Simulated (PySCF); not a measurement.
```yaml
atoms:
  - { symbol: B, position_ang: [-0.3801, 1.5845, 0.2207] }
  - { symbol: N, position_ang: [-0.5318, -0.0208, -0.0497] }
  - { symbol: C, position_ang: [-0.7327, -0.7124, 1.2178] }
  - { symbol: C, position_ang: [-1.7013, -0.2541, -0.8955] }
  - { symbol: C, position_ang: [0.6601, -0.5399, -0.7244] }
  - { symbol: Si, position_ang: [2.3685, -0.1412, 0.0493] }
  - { symbol: H, position_ang: [-1.3982, 1.9474, 0.7240] }
  - { symbol: H, position_ang: [-0.1854, 2.0943, -0.8397] }
  - { symbol: H, position_ang: [0.5561, 1.7053, 0.9596] }
  - { symbol: H, position_ang: [-0.8327, -1.7917, 1.0633] }
  - { symbol: H, position_ang: [0.1068, -0.5204, 1.8789] }
  - { symbol: H, position_ang: [-1.6337, -0.3322, 1.6950] }
  - { symbol: H, position_ang: [-2.5917, 0.1204, -0.3949] }
  - { symbol: H, position_ang: [-1.5874, 0.2887, -1.8312] }
  - { symbol: H, position_ang: [-1.8274, -1.3208, -1.1075] }
  - { symbol: H, position_ang: [0.5533, -1.6273, -0.8398] }
  - { symbol: H, position_ang: [0.6717, -0.1207, -1.7319] }
  - { symbol: H, position_ang: [2.8287, 1.1994, -0.2691] }
  - { symbol: H, position_ang: [2.3960, -0.4336, 1.4825] }
  - { symbol: H, position_ang: [3.2561, -1.1141, -0.6101] }
```

Geometry: GFN2-xTB.

Level of theory: PySCF, PBE0/pcSseg-1, SCF density, gas phase, non-relativistic.

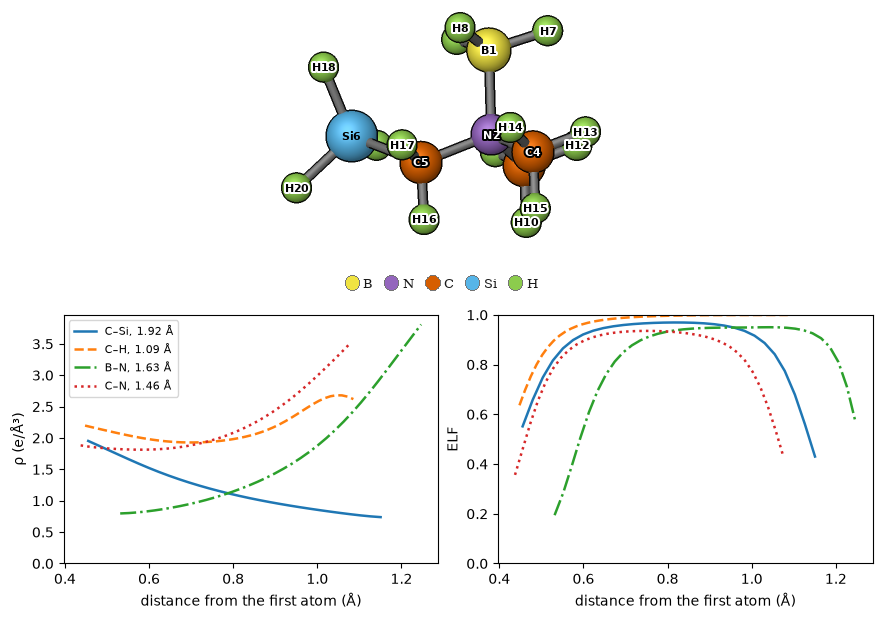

C$_{3}$H$_{14}$BNSi. Electron density and ELF along straight lines between neighbouring atoms. The curves leave out the atomic cores. The structure is drawn too.

**Compare the contacts.**

C–Si (1.92 Å): ρ at the midpoint is about 0.9 e/Å³; the ELF peaks at about 0.95 between the atoms, as expected for a shared electron pair.
C–H (1.09 Å): ρ is about 2.1 e/Å³ halfway; the ELF climbs to about 1 towards the hydrogen, as it does in any bond to H; a covalent bond by its length.
B–N (1.63 Å): ρ at the midpoint is about 1.2 e/Å³; the ELF peaks at about 0.95 between the atoms, as expected for a polar covalent bond.
C–N (1.46 Å): the density is about 1.9 e/Å³ at the midpoint; the ELF peaks at about 0.95 between the atoms; a covalent bond.
